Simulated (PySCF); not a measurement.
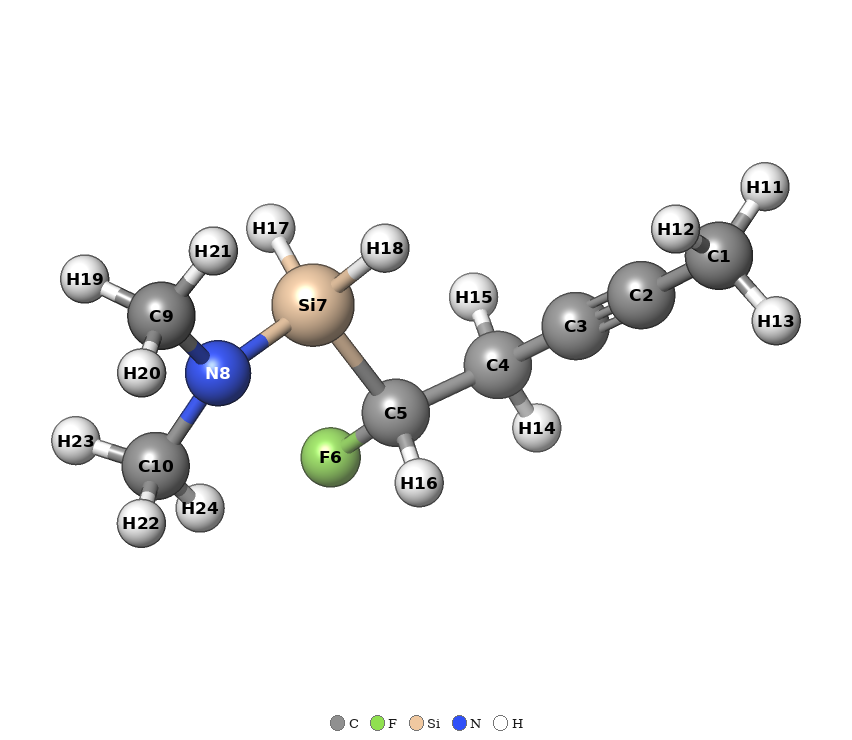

Computed geometry: GFN2-xTB optimisation. No frequency run is at hand to confirm it as a minimum. Electric field gradients from the ground-state density, PBE0/pcSseg-1 (PySCF 2.14.0), non-relativistic apart from any core potentials.

Give the largest field-gradient component, the quadrupole coupling constant and the asymmetry for 14N at N8 (Q = 20.44 mb), 2H at H11 (Q = 2.86 mb), 2H at H12 (Q = 2.86 mb).

| atom | V_zz (a.u.) | e²qQ/h (MHz) | η |
| --- | --- | --- | --- |
| N8 | −1.117 | −5.36 | 0.34 |
| H11 | 0.309 | 0.207 | 0.02 |
| H12 | 0.309 | 0.207 | 0.02 |

The geometry is semi-empirical. Around Si such bond lengths and angles can be off by a tenth of an ångström or more and by several degrees, and values that hang on the shape move with them.
